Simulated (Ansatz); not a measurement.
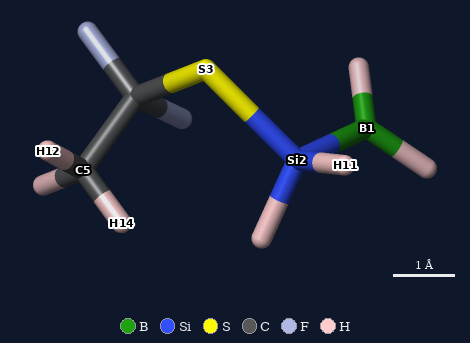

The starting structure (stick view, seen at a tilt; atoms are numbered from 1 in the order of the input).

# Run report: C$_{2}$H$_{7}$BF$_{2}$SSi, geometry relaxation (part 1 of 2)

- system: C$_{2}$H$_{7}$BF$_{2}$SSi
- method: UKS revPBE-D4/STO-3G (Ansatz 0.2.0)

It belongs to a series of runs on one base structure; here: start relaxed. Figures and captions count atoms from 1; the log counts them from 0 in places.

## Output
```
The last accepted step is kept in [file] (removed where the run ends without a failure and the disk answers)
Engine: ansatz 0.2.0, x86_64-unknown-linux-gnu
Functional definition: revPBE
  parameter kappa = 1.245
  parameter beta = 0.06672455060314922
  exchange = pbe_x(kappa = kappa, mu = beta*pi^2/3)
  correlation = pbe_c(beta = beta)
720 factors; integrals over basis functions are off by at most 1.2e-5 eV
mean field evaluation 1: about -26678.2541 eV, gradient 1.9e1 eV
mean field evaluation 2: about -26675.9900 eV, gradient 2.8e1 eV
mean field evaluation 4: about -26680.4107 eV, gradient 8.9e-1 eV
mean field evaluation 8: about -26680.2787 eV, gradient 4.1e-2 eV
mean field evaluation 16: about -26672.3707 eV, gradient 1.9e1 eV
mean field -26680.27870528 eV, -980.4821578764 hartree, gradient 1.4e-5 eV, S^2 0.000000; 1 other end points of the search recorded, 0 dependent functions left out
the calculation of the forces begins
reference -26680.27873561 eV, -980.4821589912 hartree; 36, 36 occupied and 14, 14 virtual orbitals, 720 factors
relax step   1: F+E_penalty+E_count = -26681.37180975 eV  Δ(F+E_penalty+E_count) = +0.000e0 eV  max|allowed force component| = 3.185e0 eV/Å  Δτ_max = 0.0000 Å  (32 SCF iters, accepted)
these checks for a lower state are left out or cut short: starts, cluster_reference, orbital_swaps, neighbouring_geometries, increment
720 factors; integrals over basis functions are off by at most 1.1e-5 eV
mean field -26680.73264500 eV, -980.4988398536 hartree, gradient 9.8e-6 eV, S^2 0.000000; 0 other end points of the search recorded, 0 dependent functions left out
[... from here on the field's lines of each further geometry are left out, up to the last ...]
relax step   2: F+E_penalty+E_count = -26681.80730205 eV  Δ(F+E_penalty+E_count) = -4.355e-1 eV  max|allowed force component| = 7.972e-1 eV/Å  Δτ_max = 0.1936 Å  (28 SCF iters, accepted)
relax step   3: F+E_penalty+E_count = -26681.89646096 eV  Δ(F+E_penalty+E_count) = -8.916e-2 eV  max|allowed force component| = 6.372e-1 eV/Å  Δτ_max = 0.1094 Å  (26 SCF iters, accepted)
relax step   4: F+E_penalty+E_count = -26681.91783509 eV  Δ(F+E_penalty+E_count) = -2.137e-2 eV  max|allowed force component| = 2.920e-1 eV/Å  Δτ_max = 0.0555 Å  (26 SCF iters, accepted)
relax step   5: F+E_penalty+E_count = -26681.93651806 eV  Δ(F+E_penalty+E_count) = -1.868e-2 eV  max|allowed force component| = 3.020e-1 eV/Å  Δτ_max = 0.1043 Å  (27 SCF iters, accepted)
relax step   6: F+E_penalty+E_count = -26681.96958943 eV  Δ(F+E_penalty+E_count) = -3.307e-2 eV  max|allowed force component| = 8.611e-1 eV/Å  Δτ_max = 0.1912 Å  (25 SCF iters, accepted)
relax step   7: F+E_penalty+E_count = -26682.04627202 eV  Δ(F+E_penalty+E_count) = -7.668e-2 eV  max|allowed force component| = 1.138e0 eV/Å  Δτ_max = 0.1993 Å  (26 SCF iters, accepted)
relax step   8: F+E_penalty+E_count = -26682.22688068 eV  Δ(F+E_penalty+E_count) = -1.806e-1 eV  max|allowed force component| = 1.109e0 eV/Å  Δτ_max = 0.1949 Å  (27 SCF iters, accepted)
relax step   9: F+E_penalty+E_count = -26682.59873685 eV  Δ(F+E_penalty+E_count) = -3.719e-1 eV  max|allowed force component| = 1.001e0 eV/Å  Δτ_max = 0.1945 Å  (28 SCF iters, accepted)
relax step  10: F+E_penalty+E_count = -26682.98868164 eV  Δ(F+E_penalty+E_count) = -3.899e-1 eV  max|allowed force component| = 1.627e0 eV/Å  Δτ_max = 0.1922 Å  (27 SCF iters, accepted)
relax step  11: F+E_penalty+E_count = -26683.39575374 eV  Δ(F+E_penalty+E_count) = -4.071e-1 eV  max|allowed force component| = 1.857e0 eV/Å  Δτ_max = 0.1952 Å  (27 SCF iters, accepted)
relax step  12: F+E_penalty+E_count = -26683.69678373 eV  Δ(F+E_penalty+E_count) = -3.010e-1 eV  max|allowed force component| = 1.649e0 eV/Å  Δτ_max = 0.1945 Å  (29 SCF iters, accepted)
relax step  13: F+E_penalty+E_count = -26683.86365616 eV  Δ(F+E_penalty+E_count) = -1.669e-1 eV  max|allowed force component| = 6.555e-1 eV/Å  Δτ_max = 0.1995 Å  (26 SCF iters, accepted)
relax step  14: F+E_penalty+E_count = -26683.91493711 eV  Δ(F+E_penalty+E_count) = -5.128e-2 eV  max|allowed force component| = 4.685e-1 eV/Å  Δτ_max = 0.1949 Å  (27 SCF iters, accepted)
relax step  15: F+E_penalty+E_count = -26683.96613553 eV  Δ(F+E_penalty+E_count) = -5.120e-2 eV  max|allowed force component| = 4.485e-1 eV/Å  Δτ_max = 0.1145 Å  (27 SCF iters, accepted)
relax step  16: F+E_penalty+E_count = -26683.96593808 eV  Δ(F+E_penalty+E_count) = +1.975e-4 eV  max|allowed force component| = 5.237e-1 eV/Å  Δτ_max = 0.2000 Å  (32 SCF iters, rejected (line search))
relax step  17: F+E_penalty+E_count = -26683.98640771 eV  Δ(F+E_penalty+E_count) = -2.027e-2 eV  max|allowed force component| = 1.407e-1 eV/Å  Δτ_max = 0.0980 Å  (26 SCF iters, accepted)
relax step  18: F+E_penalty+E_count = -26683.99578893 eV  Δ(F+E_penalty+E_count) = -9.381e-3 eV  max|allowed force component| = 1.664e-1 eV/Å  Δτ_max = 0.1000 Å  (26 SCF iters, accepted)
relax step  19: F+E_penalty+E_count = -26684.01368595 eV  Δ(F+E_penalty+E_count) = -1.790e-2 eV  max|allowed force component| = 2.587e-1 eV/Å  Δτ_max = 0.1463 Å  (27 SCF iters, accepted)
relax step  20: F+E_penalty+E_count = -26684.02165326 eV  Δ(F+E_penalty+E_count) = -7.967e-3 eV  max|allowed force component| = 4.609e-1 eV/Å  Δτ_max = 0.1966 Å  (27 SCF iters, accepted)
relax step  21: F+E_penalty+E_count = -26684.07084286 eV  Δ(F+E_penalty+E_count) = -4.919e-2 eV  max|allowed force component| = 2.595e-1 eV/Å  Δτ_max = 0.2000 Å  (26 SCF iters, accepted)
relax step  22: F+E_penalty+E_count = -26684.08177714 eV  Δ(F+E_penalty+E_count) = -1.093e-2 eV  max|allowed force component| = 1.038e-1 eV/Å  Δτ_max = 0.1468 Å  (28 SCF iters, accepted)
relax step  23: F+E_penalty+E_count = -26684.08445638 eV  Δ(F+E_penalty+E_count) = -2.679e-3 eV  max|allowed force component| = 5.572e-2 eV/Å  Δτ_max = 0.0460 Å  (28 SCF iters, accepted)
relax step  24: F+E_penalty+E_count = -26684.08466020 eV  Δ(F+E_penalty+E_count) = -2.038e-4 eV  max|allowed force component| = 2.458e-2 eV/Å  Δτ_max = 0.0067 Å  (23 SCF iters, accepted)
the calculation of the forces begins
reference -26682.90581301 eV, -980.5787023051 hartree; 36, 36 occupied and 14, 14 virtual orbitals, 730 factors
relax step  25: F+E_penalty+E_count = -26684.08471359 eV  Δ(F+E_penalty+E_count) = -5.338e-5 eV  max|allowed force component| = 7.168e-3 eV/Å  Δτ_max = 0.0020 Å  (20 SCF iters, accepted)
730 factors; integrals over basis functions are off by at most 2.1e-5 eV
mean field evaluation 192: about -26682.9053 eV, gradient 2.5e-1 eV
```

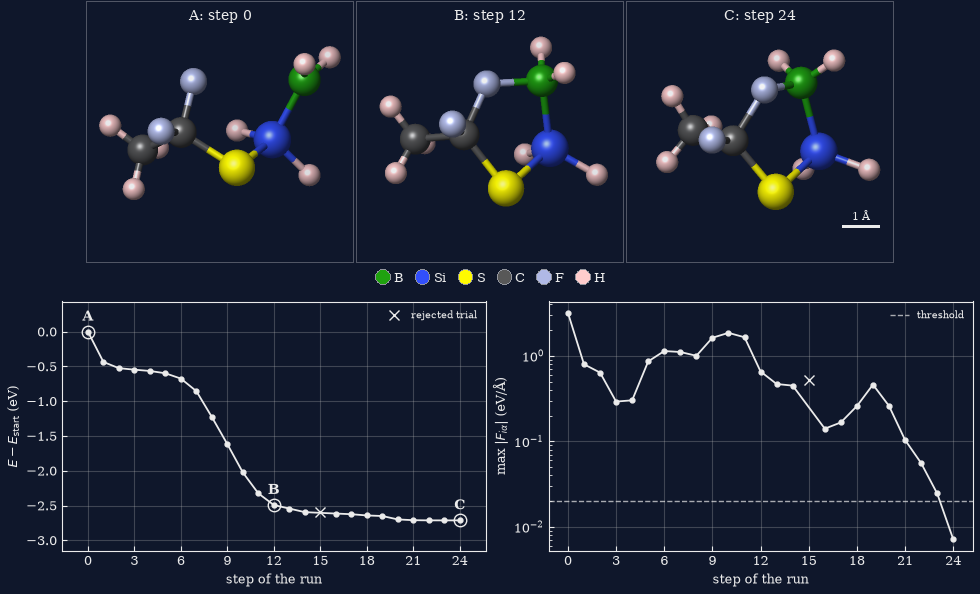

Frames of the relaxation (ball-and-stick view, seen at a tilt) above the curves, on which the letters mark them (the first geometry is step 0 here and step 1 in the log).

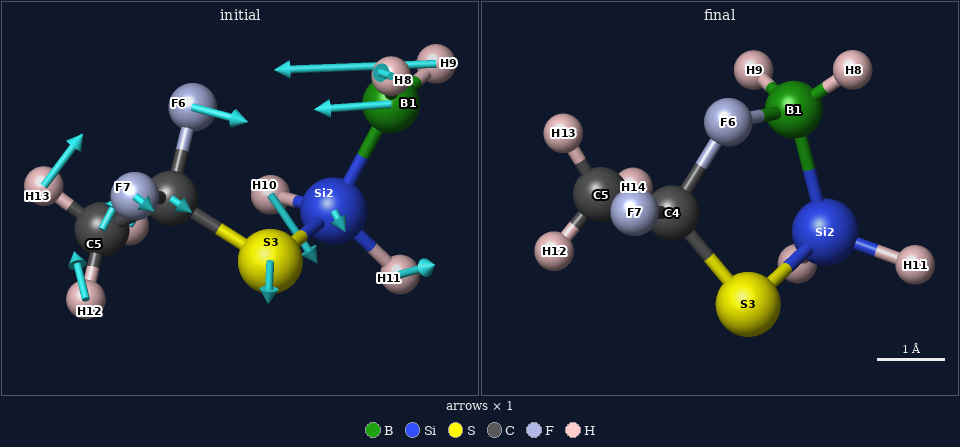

Before (left) and after (right) the relaxation, at one scale (ball-and-stick view, seen at a tilt). The teal arrows give the displacements, at true length. The energy falls by 2.713 eV in 24 geometry steps. The largest force component goes from 3.2 to 0.0072 eV/Å. The line search rejected the trial step at point 15 (counted from 0) and went back. The largest move after the best rigid fit is that of H9, 2.47 Å. By element the largest moves are H 2.47 Å, B 1.18 Å, F 0.95 Å, S 0.69 Å, C 0.61 Å, Si 0.37 Å. Distances before and after: B1–F6 3.154 → 1.570 Å, C4–F6 1.458 → 1.616 Å, B1–Si2 1.894 → 1.992 Å, C4–C5 1.528 → 1.583 Å. New bonds form: B1–F6 (3.15 → 1.57 Å). Among the angles that change: B1–Si2–H11 108.9° → 120.3°, B1–Si2–S3 108.0° → 98.6°, B1–Si2–H10 109.8° → 118.9°. (Atoms are counted from 1 in the order of the input.)

```
mean field -26682.90578373 eV, -980.5787012290 hartree, gradient 8.0e-5 eV, S^2 0.000000; 1 other end points of the search recorded, 0 dependent functions left out
the calculation of the forces begins
reference -26682.90581301 eV, -980.5787023051 hartree; 36, 36 occupied and 14, 14 virtual orbitals, 730 factors
Total energy: -26684.08474287 eV, -980.6220271782 hartree
Atom 0 at    -1.366434     0.837944     0.337018 Å, force     0.006323     0.000638     0.001303 eV/Å
Atom 1 at     0.111890     1.760408    -0.627443 Å, force    -0.000410     0.003961    -0.004819 eV/Å
Atom 2 at     1.800446     0.755728     0.322131 Å, force    -0.005780     0.000240    -0.001375 eV/Å
Atom 3 at     0.799254    -0.691786     0.779342 Å, force    -0.002218     0.001904     0.000011 eV/Å
Atom 4 at     0.414460    -1.722215    -0.358647 Å, force    -0.001979    -0.002547    -0.000736 eV/Å
Atom 5 at    -0.642088    -0.174403     1.294300 Å, force     0.007168    -0.005312     0.002953 eV/Å
Atom 6 at     1.267970    -1.345566     1.904519 Å, force     0.000772    -0.002634     0.005212 eV/Å
Atom 7 at    -1.958095     1.532916     1.089565 Å, force    -0.001877     0.004241     0.001687 eV/Å
Atom 8 at    -2.054946     0.177603    -0.363686 Å, force    -0.002760    -0.002937    -0.006123 eV/Å
Atom 9 at     0.248032     1.558618    -2.071390 Å, force    -0.001217     0.001884     0.000238 eV/Å
Atom 10 at     0.373843     3.178211    -0.392014 Å, force     0.000848    -0.000284     0.001416 eV/Å
Atom 11 at     1.340612    -2.209932    -0.724489 Å, force     0.001804    -0.000589     0.000774 eV/Å
Atom 12 at    -0.274846    -2.494302     0.038607 Å, force    -0.000390     0.000627     0.000711 eV/Å
Atom 13 at    -0.073196    -1.192425    -1.199012 Å, force    -0.000283     0.000809    -0.001252 eV/Å
Dipole moment:     0.436742    -0.459893    -0.015237 e Å
```

## Trajectory as extended XYZ (Å, eV, eV/Å), 25 frames, from step=1 to step=25
```
14
Properties=species:S:1:pos:R:3:forces:R:3 step=1 energy=-26681.37181
B    -1.6965    1.9645    0.4562   -2.2849   1.4690  -0.8582
Si   -0.1526    1.5420   -0.5572    0.6896  -0.3853  -0.1186
S     1.2487    0.5905    0.7393    2.1523   2.3561   0.3120
C     0.6390   -1.0872    0.7555   -3.1845  -0.1281   0.1087
C     0.9831   -1.8752   -0.5075    1.2533  -0.6522  -0.9219
F    -0.8156   -1.0381    0.8483    0.0672  -0.1033  -0.0033
F     1.0764   -1.7627    1.8730    0.7529  -0.6905   1.3696
H    -1.7854    1.7508    1.5834   -0.0984  -0.2618   0.9921
H    -2.6342    2.5803   -0.0517    0.8708  -0.7071   0.5196
H    -0.5117    0.6812   -1.6625   -0.0067  -0.1660  -0.4778
H     0.4347    2.7819   -1.0638    0.1377  -0.0867  -0.0419
H     2.1079   -1.9033   -0.5435   -0.7091  -0.3414  -0.5216
H     0.5388   -2.8787   -0.4539    0.1626  -0.4914   0.0134
H     0.5543   -1.3752   -1.3868    0.1974   0.1888  -0.3721
14
Properties=species:S:1:pos:R:3:forces:R:3 step=2 energy=-26681.80730
B    -1.7673    2.0079    0.4702   -0.5405  -0.1854   0.0659
Si   -0.1460    1.4939   -0.4832    0.7342   0.3896  -0.0115
S     1.4359    0.6386    0.7278   -0.3278   0.7972  -0.4969
C     0.6207   -1.0218    0.7439   -0.7959  -0.5744   0.4845
C     0.9791   -1.8862   -0.5254    0.2515  -0.2974  -0.6543
F    -0.8258   -0.9186    0.8464    0.7128   0.1736  -0.1936
F     1.0643   -1.7063    1.8837    0.0657  -0.3580   0.5167
H    -1.9075    1.7451    1.6108    0.0121   0.0999   0.1805
H    -2.6920    2.5408   -0.0593    0.2578  -0.0462  -0.0078
H    -0.4734    0.6674   -1.6475    0.0384  -0.0608   0.0497
H     0.4905    2.6992   -1.0201   -0.1291   0.0509  -0.0582
H     2.0831   -1.9890   -0.6286   -0.2156   0.0523   0.1132
H     0.5345   -2.8970   -0.4479   -0.0492  -0.0559   0.0493
H     0.5908   -1.4032   -1.4420   -0.0142   0.0146  -0.0375
14
Properties=species:S:1:pos:R:3:forces:R:3 step=3 energy=-26681.89646
B    -1.8052    1.9988    0.4845    0.2085   0.1112   0.3434
Si   -0.1434    1.5669   -0.4824    0.1560  -0.1846   0.0030
S     1.4289    0.6524    0.6859   -0.0344   0.2873  -0.1899
C     0.6311   -1.0536    0.7441   -0.6372  -0.1378   0.1207
C     0.9974   -1.9435   -0.5291    0.1444  -0.1296  -0.2064
F    -0.8044   -0.9168    0.8032    0.4888  -0.0177  -0.0310
F     1.0464   -1.7226    1.9168   -0.0352   0.0640  -0.0834
H    -1.9175    1.8107    1.6537   -0.0140  -0.0475  -0.1886
H    -2.7063    2.5442   -0.0504   -0.0928  -0.0767  -0.1255
H    -0.4482    0.7183   -1.6404   -0.0100   0.0397   0.0327
H     0.4376    2.7932   -1.0388   -0.0490  -0.0149   0.0986
H     2.0965   -2.0622   -0.6147   -0.0214   0.0449   0.1052
H     0.5412   -2.9509   -0.4435   -0.0493   0.0342   0.0338
H     0.6329   -1.4640   -1.4599   -0.0544   0.0274   0.0872
14
Properties=species:S:1:pos:R:3:forces:R:3 step=4 energy=-26681.91784
B    -1.7851    1.9948    0.4991    0.0524  -0.1066   0.1163
Si   -0.1312    1.5727   -0.4874    0.0407  -0.0242   0.0496
S     1.4424    0.6626    0.6630    0.0438   0.0436  -0.0979
C     0.6225   -1.0449    0.7379   -0.2920  -0.0243   0.0768
C     0.9918   -1.9484   -0.5285    0.0638  -0.0559  -0.0532
F    -0.8023   -0.8889    0.7846    0.2128  -0.0099  -0.0045
F     1.0256   -1.7049    1.9200   -0.0438   0.0734  -0.1070
H    -1.9056    1.7853    1.6616    0.0282   0.0404  -0.1143
H    -2.7080    2.4888   -0.0533   -0.0283  -0.0260  -0.0365
H    -0.4430    0.7305   -1.6472   -0.0249   0.0499   0.0103
H     0.4328    2.8124   -1.0277   -0.0097  -0.0164   0.0493
H     2.0905   -2.0736   -0.5962   -0.0056   0.0178   0.0488
H     0.5217   -2.9491   -0.4363   -0.0179   0.0336   0.0071
H     0.6348   -1.4664   -1.4606   -0.0194   0.0046   0.0552
14
Properties=species:S:1:pos:R:3:forces:R:3 step=5 energy=-26681.93652
B    -1.7629    1.9460    0.5142   -0.0003  -0.0904  -0.1015
Si   -0.1070    1.5801   -0.4928   -0.1403   0.1495   0.0327
S     1.4815    0.6726    0.6175    0.0233  -0.2194  -0.0110
C     0.6055   -1.0205    0.7264    0.3020   0.0638   0.0138
C     0.9786   -1.9520   -0.5234   -0.0806   0.0211   0.1204
F    -0.8035   -0.8255    0.7533   -0.1746   0.0256   0.0058
F     0.9839   -1.6644    1.9238   -0.0669   0.0472  -0.0777
H    -1.8731    1.7454    1.6756    0.0287   0.0491  -0.0122
H    -2.7105    2.3845   -0.0521    0.0480  -0.0739   0.0622
H    -0.4356    0.7650   -1.6662    0.0232   0.0347  -0.0207
H     0.4318    2.8425   -1.0025   -0.0028  -0.0083   0.0140
H     2.0758   -2.0961   -0.5619   -0.0071  -0.0043  -0.0050
H     0.4810   -2.9390   -0.4219    0.0241   0.0325  -0.0278
H     0.6415   -1.4679   -1.4612    0.0234  -0.0274   0.0071
14
Properties=species:S:1:pos:R:3:forces:R:3 step=6 energy=-26681.96959
B    -1.7273    1.8558    0.5357   -0.0898  -0.1292  -0.3586
Si   -0.0702    1.6065   -0.5086   -0.2890   0.3543  -0.0242
S     1.5414    0.6810    0.5387   -0.0652  -0.4309   0.0909
C     0.5822   -0.9769    0.7087    0.8611   0.1353  -0.0590
C     0.9515   -1.9595   -0.5078   -0.2177   0.0761   0.2664
F    -0.8122   -0.7197    0.7032   -0.5114   0.0633  -0.0112
F     0.9141   -1.5925    1.9326   -0.1034   0.0569  -0.0800
H    -1.8079    1.6762    1.6997    0.0464   0.0813   0.0775
H    -2.7215    2.1942   -0.0373    0.2312  -0.1754   0.2082
H    -0.3988    0.8416   -1.7161    0.0583   0.0408  -0.0121
H     0.4274    2.9088   -0.9607    0.0102  -0.0545   0.0175
H     2.0451   -2.1406   -0.5064   -0.0660  -0.0085  -0.0428
H     0.4109   -2.9235   -0.3920    0.0745   0.0567  -0.0561
H     0.6521   -1.4805   -1.4611    0.0608  -0.0661  -0.0163
14
Properties=species:S:1:pos:R:3:forces:R:3 step=7 energy=-26682.04627
B    -1.6861    1.7601    0.5522   -0.1336  -0.3383  -0.5051
Si   -0.0378    1.6378   -0.5317   -0.3758   0.5762  -0.0604
S     1.5797    0.6923    0.4821   -0.1151  -0.5686   0.1422
C     0.5603   -0.9305    0.6921    1.1378   0.1785  -0.0373
C     0.9197   -1.9590   -0.4906   -0.2703   0.1027   0.3129
F    -0.8294   -0.6290    0.6552   -0.7479   0.1336  -0.0368
F     0.8478   -1.5208    1.9390   -0.1409   0.0894  -0.1293
H    -1.7315    1.6079    1.7213    0.0768   0.1549   0.0881
H    -2.7221    1.9963   -0.0146    0.4186  -0.2651   0.3201
H    -0.3531    0.9135   -1.7684    0.0799   0.0542   0.0089
H     0.4315    2.9708   -0.9278    0.0177  -0.1197   0.0275
H     2.0087   -2.1713   -0.4595   -0.1244   0.0021  -0.0572
H     0.3467   -2.9037   -0.3598    0.1036   0.0889  -0.0656
H     0.6525   -1.4935   -1.4607    0.0736  -0.0889  -0.0081
14
Properties=species:S:1:pos:R:3:forces:R:3 step=8 energy=-26682.22688
B    -1.6427    1.6627    0.5595    0.0179  -0.6933  -0.3473
Si   -0.0162    1.6722   -0.5560   -0.3249   0.6068  -0.0810
S     1.5921    0.6973    0.4526   -0.1082  -0.4994   0.1238
C     0.5393   -0.8887    0.6800    1.1094   0.2090  -0.0133
C     0.8877   -1.9478   -0.4743   -0.2599   0.0892   0.2293
F    -0.8604   -0.5691    0.6173   -0.9199   0.3556  -0.0551
F     0.7899   -1.4619    1.9399   -0.1647   0.0886  -0.1000
H    -1.6512    1.5733    1.7377    0.1057   0.2123   0.0075
H    -2.7045    1.8042    0.0131    0.4122  -0.3381   0.2858
H    -0.3065    0.9701   -1.8109    0.0925   0.0666  -0.0027
H     0.4431    3.0188   -0.9095    0.0354  -0.1078   0.0359
H     1.9726   -2.1775   -0.4277   -0.1145   0.0090  -0.0396
H     0.3011   -2.8816   -0.3344    0.0662   0.0658  -0.0356
H     0.6428   -1.5011   -1.4586    0.0527  -0.0643  -0.0078
14
Properties=species:S:1:pos:R:3:forces:R:3 step=9 energy=-26682.59874
B    -1.5965    1.5271    0.5587    0.5115  -1.0013   0.2949
Si   -0.0027    1.7088   -0.5802   -0.2211   0.3074  -0.0246
S     1.5892    0.6911    0.4480   -0.0709  -0.0974  -0.0211
C     0.5216   -0.8429    0.6707    0.7491   0.1544   0.0592
C     0.8532   -1.9241   -0.4587   -0.2097   0.0442  -0.0767
F    -0.9141   -0.5073    0.5929   -0.9757   0.7420  -0.0476
F     0.7337   -1.4153    1.9334   -0.2323   0.0935  -0.0237
H    -1.5734    1.5857    1.7509    0.1317   0.1031  -0.3894
H    -2.6708    1.6154    0.0460    0.2672  -0.5498   0.1275
H    -0.2598    1.0040   -1.8395    0.1601   0.1070  -0.0652
H     0.4679    3.0516   -0.9008    0.0611   0.0310   0.0270
H     1.9361   -2.1615   -0.4160   -0.0651   0.0488   0.0632
H     0.2757   -2.8596   -0.3183   -0.0782   0.0159   0.0570
H     0.6269   -1.5023   -1.4584   -0.0278   0.0011   0.0194
14
Properties=species:S:1:pos:R:3:forces:R:3 step=10 energy=-26682.98868
B    -1.5391    1.4370    0.5698    0.3168  -1.6274  -0.1318
Si    0.0110    1.7348   -0.5977   -0.2471   0.4378  -0.1220
S     1.5931    0.7031    0.4262   -0.0599  -0.2604   0.0794
C     0.5003   -0.8089    0.6654    0.9764   0.1517   0.1011
C     0.8205   -1.9078   -0.4513   -0.2461   0.0591   0.0493
F    -0.9513   -0.4611    0.5782   -1.1081   1.0843  -0.0210
F     0.6850   -1.3736    1.9346   -0.2421   0.1586  -0.1059
H    -1.5095    1.5694    1.7439    0.1513   0.1782  -0.0746
H    -2.6266    1.4294    0.0661    0.4525  -0.4162   0.2091
H    -0.2162    1.0446   -1.8706    0.1530   0.1261  -0.0746
H     0.4776    3.0861   -0.8867    0.0572   0.0162   0.0380
H     1.9030   -2.1490   -0.3932   -0.1118   0.0383   0.0284
H     0.2355   -2.8380   -0.3003   -0.0629   0.0427   0.0450
H     0.6037   -1.4952   -1.4556   -0.0292   0.0111  -0.0204
```
